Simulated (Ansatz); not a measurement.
# What Ca2C (model cell, started as antifluorite) distorts into

Which phase does Ca2C (model cell, started as antifluorite) fall into along its unstable mode, and how much energy does it gain?

Program: Ansatz 0.2.0. Level of theory: DFT PBEsol, scalar-relativistic, plane waves, PAW. Results are calculated unless marked as measured.

The structure was built from a prototype and need not be the compound's stable phase.

## (1) The starting structure

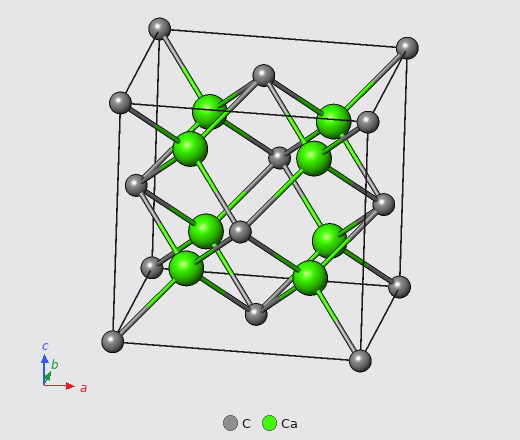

Start, viewed slightly off an axis; carbon grey, calcium green. This picture shows the conventional cell, with its axes. Some periodic images of atoms are drawn too.

## (2) Phonons on a q mesh

The cell comes from relaxations at this level that are not shown. Stability and thermal properties need the whole zone. Linear response on a 4×4×4 q mesh gives force constants as far as a supercell of that size would.

The input, input.yaml:

```yaml
crystal:
  lattice:
    - [0.0, 3.1025879259, 3.1025879259]
    - [3.1025879259, 0.0, 3.1025879259]
    - [3.1025879259, 3.1025879259, 0.0]
  atoms:
    - { symbol: C, position: [0.0, 0.0, 0.0] }
    - { symbol: Ca, position: [0.25, 0.25, 0.25] }
    - { symbol: Ca, position: [0.75, 0.75, 0.75] }
kpoints:
  mp_grid: { grid: [12, 12, 12] }
hamiltonian:
  xc: pbesol
scf:
  occupations: { method: gaussian, width: 0.01 }
output:
  eigenvalues: true
phonons:
  method: dfpt
  qmesh: [4, 4, 4]
  temperatures: { t_max: 1000, t_step: 50 }
  qpath:
    path:
      - [[0.0, 0.0, 0.0], [0.5, 0.0, 0.5], [0.625, 0.25, 0.625]]
      - [[0.375, 0.375, 0.75], [0.0, 0.0, 0.0], [0.5, 0.5, 0.5], [0.5, 0.25, 0.75], [0.5, 0.0, 0.5]]
    npoints: 10
```

Launch:

```bash
> ansatz run input.yaml --threads 4 --pin off --max-ram 7168MiB --backend cpu --events-out ev --progress --plain --runs-dir out
```

Numbers of over 12 decimals in the logs are rounded to 6 here.

Output:

```text
Warning: phonons: the dynamical matrix that this run interpolates holds no multipole term above the dipole-dipole one, and a site of this crystal is no centre of inversion, so its interpolated transverse optical and acoustic branches and sound speeds can stay off near Gamma, and the density of states and the thermodynamics with them. What a run solves at a wave vector of phonons.qpoints, Gamma apart, where the deck admits one, is free of this, and under fd what a larger phonons.supercell samples
Engine: ansatz 0.2.0, aarch64-unknown-linux-gnu
Pseudopotentials: kind: paw
Pseudopotential: C, paw, valence charge 4, recommended cutoff 420 eV (normal), C.paw.azcp
Pseudopotential: Ca, paw, valence charge 10, recommended cutoff 420 eV (normal), Ca.paw.azcp
Functional definition: PBEsol
  exchange = pbesol_x
  correlation = pbesol_c
Crystal: 3 atoms, lattice volume = 59.731 Å³
Basis set: ecut = 420 eV, 1211 PW (Γ), exchange–correlation on 60×60×60 points (8 copies of the dense FFT grid, shifted against one another)
Bands: 16, of which v1, the nominal top of the filled ones, is band 12 counted from 1 (11 counted from 0)
Symmetry: 48 space group operations
k-points: 72 of 1728
Non-local potential: C, projectors of the file, l = 0: 2, l = 1: 2, l = 2: 1
Non-local potential: Ca, projectors of the file, l = 0: 3, l = 1: 2, l = 2: 2
PAW form: soft (Blöchl's): semilocal exchange-correlation on the pseudo side does not see the compensation charge
PAW frozen core: C, regenerated for the run's functional, and the local potential with it (the file was generated under x = pbe(κ = 0.804, μ = 0.219515), c = pbe(β = 0.066725))
PAW frozen core: Ca, regenerated for the run's functional, and the local potential with it (the file was generated under x = pbe(κ = 0.804, μ = 0.219515), c = pbe(β = 0.066725))
PAW one-centre angular grid: C, 110 points (default); XC on 64 Gauss nodes
PAW one-centre angular grid: Ca, 110 points (default); XC on 64 Gauss nodes
Initial density: superposition of atomic densities (neutral atoms: chi_scale 0, normalization atom), corrected by the library's trained network
Initial wavefunctions: pseudopotential atomic-orbital guess
Functional: x = pbesol(κ = 0.804, μ = 0.123457), c = pbesol(β = 0.046)
SCF iter   1: F=—  HF=-3833.247288 eV  |F-HF|=—  |Δ(HF+E_count)|=         —  Δρ=3.94e-3  dr2=9.18e-3  ethr=1.77e-3  ⟨swp⟩=6.8  Hψ=7072  notcnv=0
preconditioner: auto → none  [insulator: Δε(μ)=0.150 eV  Ē_g=5.507 eV  σ=0.010 eV  W_gap=1.00  n_scr=14 (ndim 8)  ℏωp=13.6 eV  f_vac=0.000  D(μ)=0.00/eV (n_scr^D=0)  ε∞_Penn≈7.1]
SCF iter   2: F=—  HF=-3833.245921 eV  |F-HF|=—  |Δ(HF+E_count)|=   1.37e-3  Δρ=1.58e-3  dr2=1.53e-3  ethr=3.82e-5  ⟨swp⟩=3.0  Hψ=2848  notcnv=0
SCF iter   3: F=—  HF=-3833.246366 eV  |F-HF|=—  |Δ(HF+E_count)|=   4.45e-4  Δρ=1.42e-3  dr2=2.29e-3  ethr=6.37e-6  ⟨swp⟩=2.0  Hψ=1729  notcnv=0
SCF iter   4: F=—  HF=-3833.245946 eV  |F-HF|=—  |Δ(HF+E_count)|=   4.20e-4  Δρ=2.91e-4  dr2=4.05e-5  ethr=6.37e-6  ⟨swp⟩=2.0  Hψ=1708  notcnv=0
SCF iter   5: F=—  HF=-3833.245956 eV  |F-HF|=—  |Δ(HF+E_count)|=   9.70e-6  Δρ=1.34e-4  dr2=2.50e-5  ethr=1.69e-7  ⟨swp⟩=2.0  Hψ=1421  notcnv=0
SCF iter   6: F=—  HF=-3833.245954 eV  |F-HF|=—  |Δ(HF+E_count)|=   2.05e-6  Δρ=5.29e-5  dr2=3.92e-6  ethr=1.04e-7  ⟨swp⟩=2.0  Hψ=1309  notcnv=0
SCF iter   7: F=—  HF=-3833.245954 eV  |F-HF|=—  |Δ(HF+E_count)|=   2.87e-7  Δρ=7.57e-6  dr2=7.76e-8  ethr=1.63e-8  ⟨swp⟩=2.0  Hψ=1353  notcnv=0
SCF iter   8: F=—  HF=-3833.245953 eV  |F-HF|=—  |Δ(HF+E_count)|=   6.91e-7  Δρ=5.44e-7  dr2=3.46e-10  ethr=3.24e-10  ⟨swp⟩=2.0  Hψ=1402  notcnv=0
SCF iter   9: F=-3833.245953 eV  HF=-3833.245953 eV  |F-HF|=9.09e-13  |Δ(HF+E_count)|=  4.55e-11  Δρ=3.99e-8  dr2=1.71e-12  ethr=1.00e-12  ⟨swp⟩=4.0  Hψ=5252  notcnv=0
SCF 1 converged in 9 iterations: F = -3833.245953 eV  dr2 = 1.71e-12
  greatest PAW one-centre occupation: 0.996 electrons in one spin orbital (limit 2), on the Ca atom at site 2 (counted from 0), in its partial waves of l = 0
Initial density: read from a saved state, or passed on in memory by an earlier SCF of this step, an earlier step, the calling program or the single point that the run made first
iter 1 solved again at ethr=1.78e-6 eV; its pass at ethr=3.10e-3 eV (dr2=4.28e-4 eV) is discarded
[...]
eigensolver tolerance schedule: the retry pair's looser diagonalisation over-reported the residual by 2263765.77 of it (diagonalisation noise at an unbounded share of the residual, at the tolerance the schedule requests for it); recorded, not acted on — ethr = c·dr2/N_el stays at c = 1.0e-1
preconditioner: auto → none  [insulator: Δε(μ)=0.162 eV  Ē_g=5.505 eV  σ=0.010 eV  W_gap=1.00  n_scr=14 (ndim 8)  ℏωp=13.6 eV  f_vac=0.000  D(μ)=0.00/eV (n_scr^D=0)  ε∞_Penn≈7.1]
[...]
SCF iter   4: F=—  HF=-3833.245953 eV  |F-HF|=—  |Δ(HF+E_count)|=  4.55e-13  Δρ=2.15e-7  dr2=1.91e-11  ethr=1.00e-12  ⟨swp⟩=2.0  Hψ=1912  notcnv=0
SCF iter   5: F=-3833.245953 eV  HF=-3833.245953 eV  |F-HF|=9.09e-13  |Δ(HF+E_count)|=  1.36e-12  Δρ=1.15e-7  dr2=5.33e-12  ethr=1.00e-12  ⟨swp⟩=1.0  Hψ=2592  notcnv=0
SCF 2 converged in 5 iterations: F = -3833.245953 eV  dr2 = 5.33e-12
k-points: 163 of 1728 (irreducible under 8 space group operations, time reversal used)
iter 1 solved again at ethr=1.72e-6 eV; its pass at ethr=3.10e-3 eV (dr2=4.12e-4 eV) is discarded
SCF iter   1: F=—  HF=-3833.245953 eV  |F-HF|=—  |Δ(HF+E_count)|=         —  Δρ=5.48e-7  dr2=2.56e-10  ethr=1.72e-6  ⟨swp⟩=2.4  Hψ=18731  notcnv=0  defer=296
eigensolver tolerance schedule: the retry pair's looser diagonalisation over-reported the residual by 1608420.57 of it (diagonalisation noise at an unbounded share of the residual, at the tolerance the schedule requests for it); recorded, not acted on — ethr = c·dr2/N_el stays at c = 1.0e-1
preconditioner: auto → none  [insulator: Δε(μ)=0.162 eV  Ē_g=5.505 eV  n_scr=14 (ndim 8)  ℏωp=13.6 eV  f_vac=0.000  ε∞_Penn≈7.1]
SCF iter   2: F=—  HF=-3833.245953 eV  |F-HF|=—  |Δ(HF+E_count)|=   4.21e-7  Δρ=9.13e-7  dr2=9.62e-10  ethr=1.07e-12  ⟨swp⟩=4.4  Hψ=7475  notcnv=0  defer=141
SCF iter   3: F=-3833.245953 eV  HF=-3833.245953 eV  |F-HF|=3.00e-11  |Δ(HF+E_count)|=  1.63e-10  Δρ=2.84e-7  dr2=5.80e-11  ethr=1.00e-12  ⟨swp⟩=4.1  Hψ=12648  notcnv=0
SCF 3 converged in 3 iterations: F = -3833.245953 eV  dr2 = 5.80e-11
NSCF: frozen V_eff on 163 k-points
NSCF: frozen V_eff on 84 k-points
DFPT response loops at Γ: preconditioner auto → none (the input reference at scf.mixing.eps_inf says where Resta's filter doesn't serve); β = 0.50; Broyden in place of MSR1
[...]
DFPT response loops at q = (0, 0, 0) (fractional): mixed as the last ones told, above
NSCF: frozen V_eff on 1872 k-points
DFPT response loops at q = (0, 0, 0.25) (fractional): preconditioner auto → Resta (q_TF=auto, 2.344 Å⁻¹)  ε∞=19.2 (no band partly filled); β = 1.00, the filter's whole step (`scf.mixing.beta` (0.50) is not read by the response loops at its default; to damp them type it under 1.00, their step now; it binds the ground state too); Broyden in place of MSR1
NSCF: frozen V_eff on 952 k-points
DFPT response loops at q = (0, 0, -0.5) (fractional): mixed as the last ones told, above
NSCF: frozen V_eff on 1020 k-points
DFPT response loops at q = (0, 0.25, 0.25) (fractional): mixed as the last ones told, above
NSCF: frozen V_eff on 3456 k-points
DFPT response loops at q = (0, 0.25, -0.5) (fractional): mixed as the last ones told, above
NSCF: frozen V_eff on 1872 k-points
DFPT response loops at q = (0, 0.25, -0.25) (fractional): mixed as the last ones told, above
NSCF: frozen V_eff on 560 k-points
DFPT response loops at q = (0, -0.5, -0.5) (fractional): mixed as the last ones told, above
NSCF: frozen V_eff on 1020 k-points
DFPT response loops at q = (0.25, -0.5, -0.25) (fractional): mixed as the last ones told, above
SCF converged after 9 iterations
Free energy (F): -3833.245953 eV
Harris-Foulkes:  -3833.245953 eV  (|F-HF|=9.09e-13)
Internal energy: -3833.245953 eV  (E = F + TS)
E sigma→0 (E₀):  -3833.245953 eV
Fermi energy:    7.910779 eV
--- Per-component energies (eV) ---
  E_band       = -246.274124
  E_kinetic    = 642.082786
  E_local      = -1477.988667  (includes V_loc(G=0)·N_el)
  E_nonlocal   = 156.256642
  E_hartree    = 484.336595
  E_xc         = -319.180070
  E_vxc        = -399.831762  (∫ρ·V_xc dr)
  E_paw        = -1768.179778  (= ΣΔE_a)
  E_vpaw       = -135.466314  (= ΣTr[D̂ρ^β])
  E_aug_tail   = -0.000007  (compensation charges beyond the density's cutoff)
  E_ewald      = -1550.832143
  E_core_change = 0.258689  (= ΣΔE_core)
  E_smearing   = -0.000000  (= −TS)
  E_closure    = -0.000000  (closes the sum)
  Σ components = -3833.245953   (vs F -3833.245953, Δ=0.00e0)
--- Band table (eV; the first three rows and the last of 72) ---
  k-point 0: bands = [... 8 lower, -0.5619, 6.6907, 6.6907, 6.6907, 8.6942, 9.6384, 9.6384, 13.7406]
  k-point 1: bands = [... 8 lower, -0.5177, 6.5130, 6.7315, 6.7315, 9.0250, 9.6821, 9.6821, 13.3153]
  k-point 2: bands = [... 8 lower, -0.3970, 6.2034, 6.8463, 6.8463, 9.7584, 9.8137, 9.8137, 12.6590]
  k-point 71: bands = [... 8 lower, 0.2472, 6.6721, 6.6721, 7.6377, 8.3184, 10.8592, 10.8592, 12.1022]
--- Phonons (Γ-DFPT): 2 representative perturbations + reference (Σ response iterations 6) ---
  ASR residual: 2.708e-5 → 0.000e0 eV/Å²; symmetrization residual: 3.475e-7 eV/Å²
  ASR residual per site (eV/Å²): 2.71e-5 5.02e-6 5.02e-6
  Γ frequencies (cm⁻¹): 0.00 0.00 0.00 224.53 224.53 224.53 251.36 251.36 251.36
  Unit cell's response to a homogeneous field: 3 representative field directions (Σ response iterations 12)
  ε∞ (high-frequency dielectric tensor):
       15.528406     0.000000    -0.000000
        0.000000    15.528406    -0.000000
       -0.000000    -0.000000    15.528406
  ε⁰ (static dielectric tensor): not given — the deck does not say what the cell's rigid motions are, and on a molecule in a box or a wire the rigid rotations would enter the sum over the modes at Γ. For a crystal or a slab, whose only rigid motions are the translations, set phonons.rigid_motions: translations.
  Born effective charges Z* (e; rows j = field, columns β = displacement):
    site 0:
        -4.31415    0.00000    0.00000
         0.00000   -4.31415    0.00000
        -0.00000   -0.00000   -4.31415
    site 1:
         2.15708   -0.00000   -0.00000
        -0.00000    2.15708   -0.00000
         0.00000    0.00000    2.15708
    site 2:
         2.15708    0.00000   -0.00000
         0.00000    2.15708   -0.00000
         0.00000    0.00000    2.15708
  Z* charge neutrality: 1.142e-3 e pre-enforcement
  solved inside a basis spanned on the 12×12×12 k-mesh, on 12×12×12 k-points, its susceptibility summed on 16×16×16: ε∞ is read to err by 5.5e-2, Z* by 1.8e-2 e; Z* is corrected for what the basis lacks
  optical modes at Γ without the LO–TO term, one row a degenerate level:
      ω (cm⁻¹)  modes    IR ((D/Å)²/amu)
        224.53      3             0.0000
        251.36      3           123.3203
  optical modes at Γ + LO–TO along q̂ = [1.0000, 0.0000, 0.0000]:
      ω (cm⁻¹)  modes    IR ((D/Å)²/amu)
        224.53      3             0.0000
        251.36      2            82.2135
        397.12      1            41.1068
  optical modes at Γ + LO–TO along q̂ = [0.0000, 1.0000, 0.0000]:
      ω (cm⁻¹)  modes    IR ((D/Å)²/amu)
        224.53      3             0.0000
        251.36      2            82.2135
        397.12      1            41.1068
  optical modes at Γ + LO–TO along q̂ = [0.0000, 0.0000, 1.0000]:
      ω (cm⁻¹)  modes    IR ((D/Å)²/amu)
        224.53      3             0.0000
        251.36      2            82.2135
        397.12      1            41.1068
--- Phonons (arbitrary-q DFPT): 8 irreducible q on the 4×4×4 mesh ---
  q = [0.0000, 0.0000, 0.0000] (star 1, of the zone-centre solve; hermiticity 1.61e-7, symmetrization 1.69e-14): 0.00 0.00 0.00 224.53 224.53 224.53 251.36 251.36 251.36
  q = [0.0000, 0.0000, 0.2500] (star 8, 2 solved perturbations on 936 of 1728 k-point pairs; hermiticity 1.12e-7, symmetrization 8.89e-14): 101.13 101.13 117.09 210.49 210.49 213.62 249.69 249.69 412.27
  q = [0.0000, 0.0000, -0.5000] (star 4, 2 solved perturbations on 476 of 1728 k-point pairs; hermiticity 1.07e-7, symmetrization 5.80e-14): 156.64 167.24 167.24 189.21 189.21 211.50 232.73 232.73 401.25
  q = [0.0000, 0.2500, 0.2500] (star 6, 4 solved perturbations in 1608 linear systems a pass and spin channel, the states on 510 of 1728 k-point pairs; hermiticity 1.24e-7, symmetrization 6.47e-14): 59.52 59.52 152.83 192.78 219.26 219.26 273.92 273.92 416.89
  q = [0.0000, 0.2500, -0.5000] (star 24, 4 solved perturbations in 5328 linear systems a pass and spin channel, the states on 1728 of 1728 k-point pairs; hermiticity 4.51e-8, symmetrization 5.88e-14): 81.28 113.29 114.19 209.76 210.68 254.80 260.03 300.46 386.87
  q = [0.0000, 0.2500, -0.2500] (star 12, 4 solved perturbations in 2892 linear systems a pass and spin channel, the states on 936 of 1728 k-point pairs; hermiticity 3.79e-8, symmetrization 7.62e-14): 61.63 157.31 170.61 182.80 185.21 226.90 250.36 309.25 390.69
  q = [0.0000, -0.5000, -0.5000] (star 3, 4 solved perturbations in 886 linear systems a pass and spin channel, the states on 280 of 1728 k-point pairs; hermiticity 5.61e-9, symmetrization 1.56e-13): -59.69 84.06 84.06 206.92 206.92 281.23 281.23 300.66 387.22
  q = [0.2500, -0.5000, -0.2500] (star 6, 4 solved perturbations in 1544 linear systems a pass and spin channel, the states on 510 of 1728 k-point pairs; hermiticity 1.55e-8, symmetrization 8.90e-14): -18.03 60.83 175.73 175.73 207.90 275.32 297.76 339.83 339.83
  sum rule: each row above includes the acoustic sum rule's correction from the zone centre's row sums; it moved no ω² by more than (0.78 cm⁻¹)²
  mesh force constants: q→R imaginary residual 8.62e-18; ASR residual 2.708e-5 → 0.000e0 eV/Å²; symmetrization residual 3.553e-15 eV/Å²
  interpolated dispersion: 63 rows × 9 modes
  density of states and harmonic sums: on the 20×20×20 q-mesh, interpolated from the force constants of a 4×4×4 supercell (with the dipole–dipole term)
  largest difference from the sums on the solved wave vectors: F 2.57e-2 eV, S 3.29e-5 and C_V 7.42e-6 eV/K
  zero-point energy: 0.118034 eV/cell   skipped modes (ω ≤ 0): 34, of them read as no rigid motion or as one in doubt: 31 (1.039e-1 modes/cell left out, lowest -59.69 cm⁻¹)   left out of the sums: 1.16e-2 of the cell's modes: C_V's classical limit lies that fraction below 3 k_B per atom; for a crystal, a wire or a layer, F and S can be off by more, and a phonons.interpolated_qmesh denser along its periods is the remedy for the sampling
```

Elapsed: 5 min, on 4 threads of Arm Neoverse V2, shared host; peak memory 3.8 GiB; 19 min of CPU time.

This step gave:

| Quantity | Value |
| --- | --- |
| gap on the k-mesh | 0.1623 eV |
| volume per atom | 19.91 Å³ |
| sum-rule residual before enforcement | 2.71e-5 eV/Å² |
| lowest frequency on the path | -59.69 cm⁻¹ |
| point group | m-3m |
| highest frequency on the path or at a solved wavevector | 416.9 cm⁻¹ |
| highest optical mode at the zone centre (no LO-TO term) | 251.4 cm⁻¹ |
| lowest optical zone-centre mode | 224.5 cm⁻¹ |
| lowest mode on the q mesh (acoustic modes at Γ apart) | -59.69 cm⁻¹ |

Frequencies (cm⁻¹) solved at each irreducible wavevector; negative means imaginary. Frequencies by wavevector, by row:

```
q in reciprocal lattice units  star  mode 1  mode 2  mode 3  mode 4  mode 5  mode 6  mode 7  mode 8  mode 9
                        0 0 0     1       0       0       0   224.5   224.5   224.5   251.4   251.4   251.4
                     0 0 0.25     8   101.1   101.1   117.1   210.5   210.5   213.6   249.7   249.7   412.3
                     0 0 -0.5     4   156.6   167.2   167.2   189.2   189.2   211.5   232.7   232.7   401.2
                  0 0.25 0.25     6    59.5    59.5   152.8   192.8   219.3   219.3   273.9   273.9   416.9
                  0 0.25 -0.5    24    81.3   113.3   114.2   209.8   210.7   254.8     260   300.5   386.9
                 0 0.25 -0.25    12    61.6   157.3   170.6   182.8   185.2   226.9   250.4   309.2   390.7
                  0 -0.5 -0.5     3   -59.7    84.1    84.1   206.9   206.9   281.2   281.2   300.7   387.2
              0.25 -0.5 -0.25     6     -18    60.8   175.7   175.7   207.9   275.3   297.8   339.8   339.8
```

Interpolated from a 4×4×4 q mesh, with the LO-TO term (at Γ the limit along the path; where Γ stands inside the path, tables give the limit on arrival). Phonon branches along the path, in cm⁻¹:

```
    point  branch 1  branch 2  branch 3  branch 4  branch 5  branch 6  branch 7  branch 8  branch 9
        Γ         0         0         0       224       224       224       251       251       397
        X       -60        84        84       207       207       281       281       301       387
        U       -28       109       117       207       209       259       280       329       365
jump to K       -28       109       117       207       209       259       280       329       365
        Γ         0         0         0       224       224       224       251       251       397
        L       157       167       167       189       189       212       233       233       401
        W       -18        61       176       176       208       275       298       340       340
        X       -60        84        84       207       207       281       281       301       387
```

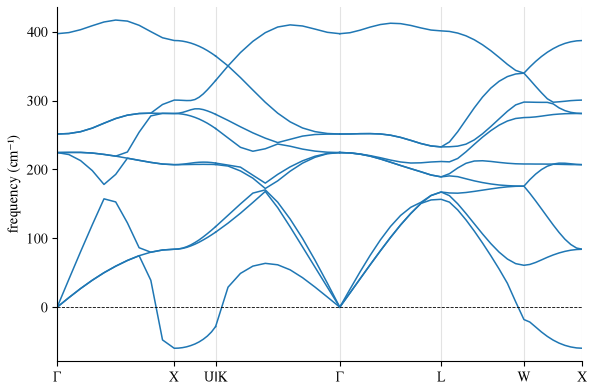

Phonon branches along the path.

Symmetry leaves 8 wavevectors to solve. The lowest mode among them, the acoustic zeros apart, lies at q = (0, -0.5, -0.5) and is imaginary, 59.7i cm⁻¹, so the energy falls along it.

[end of part 1 of 2]

[Logs are printed without paths, hosts, clocks, repeated set-up lines and the standing remarks that a program may print on its own settings, such as how far it seeks lower states.]

[Hosts, paths, dates, database ids (printed as entryN), source tags and the programs' standing remarks are cut or masked in the printed files.]
